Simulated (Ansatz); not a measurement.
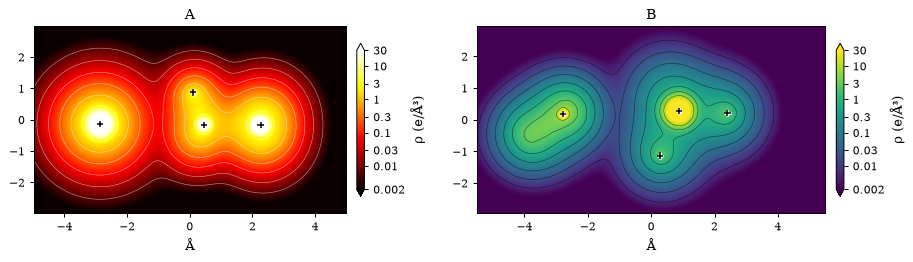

The total electron density of 2 systems, each on a plane through atoms (crosses mark nuclei in the plane).

Theory: RKS PBE0-D4/def2-TZVPPD (Ansatz).

System 1: N2···GeH4 (SMILES N#N.[GeH4]), the plane of atoms H5, Ge3 and H6. Geometry: PBE0-D4/def2-TZVP.

```
atom    x (Å)    y (Å)    z (Å)
   N  -0.3834  -0.0859  -3.4233
   N   0.0207   0.2646  -2.4743
  Ge   0.0734  -0.0348   1.1782
   H   0.0839   1.4710   0.8871
   H  -1.1519  -0.6772   0.5142
   H   0.0054  -0.2619   2.6950
   H   1.3518  -0.6758   0.6232
```

System 2: Br···CH3Cl (SMILES [Br-].CCl) (charge −1), the plane of atoms Cl3, C2 and H6. Geometry: PBE0-D4/def2-TZVPD.

```yaml
atoms:
  - { symbol: Br, position_ang: [-0.0864, 0.7634, -2.7956] }
  - { symbol: C, position_ang: [0.0127, -0.1121, 0.4106] }
  - { symbol: Cl, position_ang: [0.0669, -0.5886, 2.1554] }
  - { symbol: H, position_ang: [0.9696, 0.3192, 0.1394] }
  - { symbol: H, position_ang: [-0.7796, 0.6152, 0.2746] }
  - { symbol: H, position_ang: [-0.1831, -0.9970, -0.1843] }
```

Which map belongs to which system?

Panel A is system 2, Br···CH3Cl: the plane holds Br, C, Cl and H. C2···Br1 (3.33 Å): the density falls to about 0.06 e/Å³ on the way (a weak contact between the two molecules). Panel B is system 1, N2···GeH4: the plane holds N, Ge and H. Ge3···N2 (3.67 Å): the density falls to about 0.02 e/Å³ on the way; a non-bonded, intermolecular contact.
